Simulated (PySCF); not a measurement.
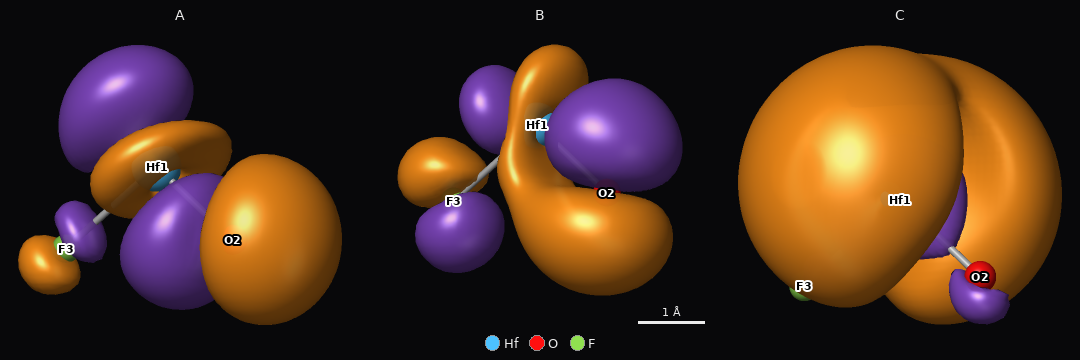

The picture shows: FHfO (charge +1). Three frontier orbitals at ±0.08 Å⁻³ᐟ² (orange and purple are the two phases), in no order.

Core potentials replace the inner electrons of Hf.

Method: PySCF, RKS PBE0, Hf def2-SVP with ECP60, O def2-SVP, F def2-SVP; non-relativistic Hamiltonian with scalar-relativistic core potentials where named; density fitting.

Q: Which picture is the HOMO−1, the HOMO and the LUMO?

A: A is the HOMO−1 (−15.36 eV). Its weight (Hirshfeld) is mainly on O2 (about 70 %) and Hf1 (about 25 %); it is symmetric in the molecular plane (an in-plane orbital: σ, lone-pair or in-plane π type). B is the HOMO (−15.04 eV). It lies mainly on O2 (about 70 %), Hf1 (about 20 %) and F3 (about 10 %); it is symmetric in the molecular plane (an in-plane orbital: σ, lone-pair or in-plane π type). C is the LUMO (−9.54 eV). Its weight (Hirshfeld) is mainly on Hf1 (about 95 %).

Q: What is the HOMO–LUMO gap?

A: 5.50 eV between the orbital energies.
